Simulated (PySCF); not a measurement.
**AlCl$_{3}$H$_{2}$O, SMILES `O.Cl[Al](Cl)Cl`: what the electrons do**

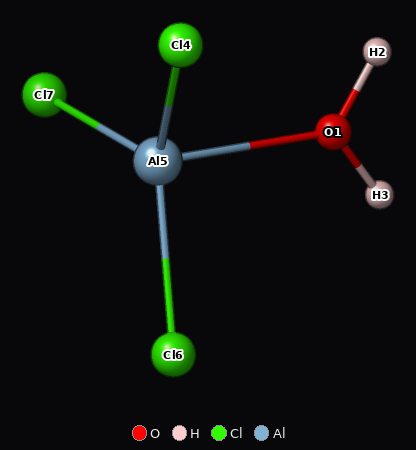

The molecule, with its atoms numbered as below.

Cartesian coordinates (Å):

```
O1       0.0238    0.1444   -1.9478
H2      -0.7619    0.1193   -2.5013
H3       0.8253    0.1779   -2.4801
Cl4     -1.7213    1.0773    0.4074
Al5     -0.0016    0.0023    0.0945
Cl6      1.8291    0.8756    0.4205
Cl7     -0.1215   -2.0400    0.3095
```

## 1. Bonding charge

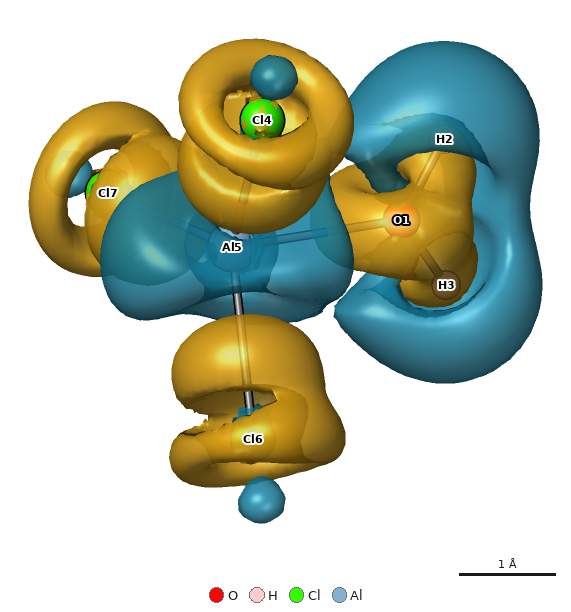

Deformation density (molecule less spherical, spin-averaged free atoms at the same positions), surfaces at ±0.04 e/Å³; yellow: gain, teal: loss.

Computed with PySCF, r2SCAN/6-31+G*, geometry: an unrelaxed start of a pair search.

Q: Describe the bonding that the map shows.

A: O1–H2: +0.63 e/Å³ at the bond critical point (bond length 0.96 Å). O1–H3: +0.63 e/Å³ at the bond critical point (bond length 0.96 Å). Cl4–Al5: +0.06 e/Å³ at the bond critical point (bond length 2.05 Å). Al5–Cl6: +0.06 e/Å³ at the bond critical point (bond length 2.05 Å). Al5–Cl7: +0.06 e/Å³ at the bond critical point (bond length 2.06 Å). O1–Al5: −0.07 e/Å³ at the bond critical point (bond length 2.05 Å). In all, 1.5 electrons gather in the regions of gain relative to the promolecule. A small or negative value marks a very polar bond, one between electron-rich atoms, whose free-atom densities already overlap strongly, a long bond to a heavier atom, or a closed-shell contact such as a hydrogen bond.

Q: Where do the Hirshfeld charges lie?

A: The highest Hirshfeld charge is on Al5 (+0.37 e), the lowest on Cl7 (−0.23 e).

## 2. Bond critical points

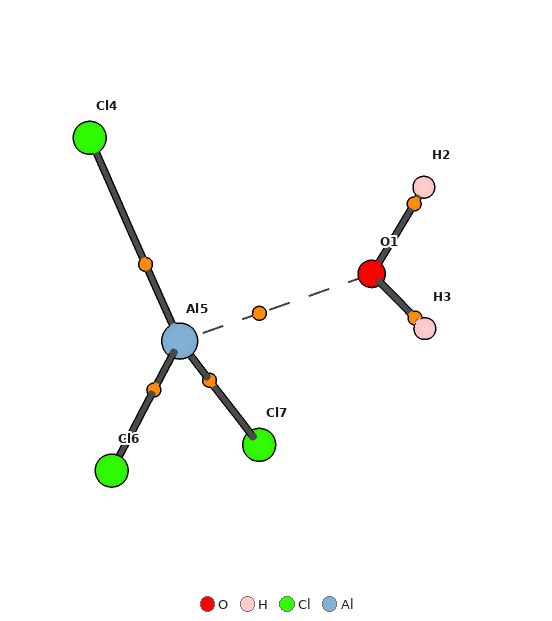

Molecular graph of the electron density (QTAIM): bond paths, bond critical points (orange), ring points (yellow, if any); weak paths are dashed.

Q: How many critical points of each kind are there, and does the count close?

A: 7 nuclei, 6 bond, 0 ring and 0 cage critical points: 7 − 6 + 0 − 0 = 1, as the Poincaré–Hopf relation requires.

Q: Give the properties at the bond critical points.

A:
| bond | length (Å) | ρ (a.u.) | ∇²ρ (a.u.) | ε | H (a.u.) |
| --- | --- | --- | --- | --- | --- |
| O1–H2 | 0.961 | 0.341 | −1.91 | 0.02 | −0.532 |
| O1–H3 | 0.963 | 0.339 | −1.90 | 0.02 | −0.528 |
| Cl4–Al5 | 2.052 | 0.078 | +0.41 | 0.01 | −0.013 |
| Al5–Cl6 | 2.054 | 0.077 | +0.41 | 0.01 | −0.013 |
| Al5–Cl7 | 2.057 | 0.077 | +0.40 | 0.00 | −0.013 |
| O1–Al5 | 2.047 | 0.038 | +0.23 | 0.08 | +0.004 |

Q: What kind of interaction is Cl4–Al5?

A: Polar or intermediate (positive Laplacian, negative energy density H): ρ = 0.078, ∇²ρ = +0.41, H = −0.013 a.u.

Q: Are there bond paths between atoms that aren't covalently bonded?

A: Yes: O1–Al5 (2.05 Å, ρ = 0.038).

## 3. Local ionisation energy

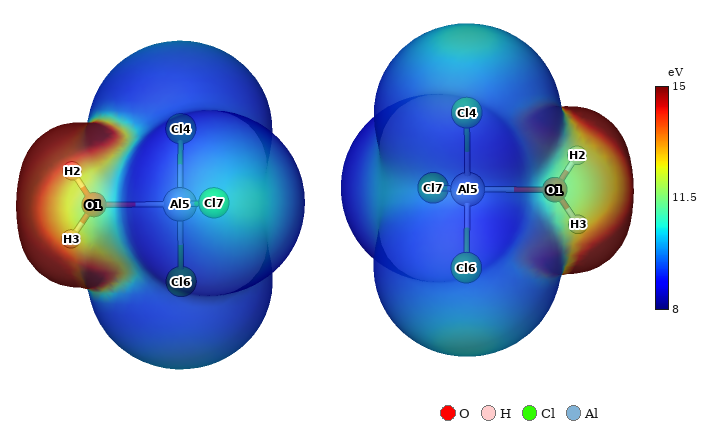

Average local ionisation energy on the surface of electron density 0.001 a.u. (back view left, front view right).

Q: Where are the most loosely bound electrons on this surface?

A: The lowest value is 8.8 eV, 2.2 Å from Cl7, and at like points elsewhere. Further minima include 8.9 eV, 2.1 Å from Cl7; 8.9 eV, 2.1 Å from Cl4. For comparison, the highest occupied orbital lies at −7.7 eV.
